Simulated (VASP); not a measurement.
Band structure of NaI (rock salt). Level of theory: PBE GGA with D3 dispersion (Becke-Johnson damping), VASP's PBE PAW potentials (set 64) (plane waves; VASP 6.6.1).

Unless said otherwise, spin-orbit coupling is left out, though it shifts the bands of the heavy elements here.

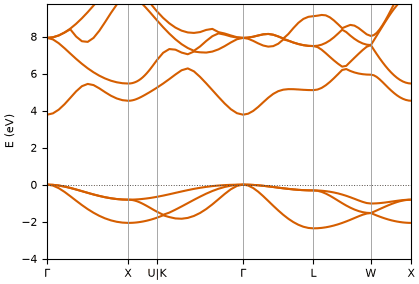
Fig. 1. Bands along high-symmetry lines, zero at the valence-band maximum or, without a gap, the Fermi level

Q: Read the plot: is there a gap, and where are the band edges?

A: The gap is direct, 3.78 eV, from the valence maximum at Γ to the conduction minimum at Γ. (Edges off the drawn lines would not show.)

Measured: gap 5.90 eV (computed value off by -2.12 eV), as given by Abedi et al., (2022), arXiv:2211.14644.

The compound is NaI in the rock salt structure. It was relaxed first.
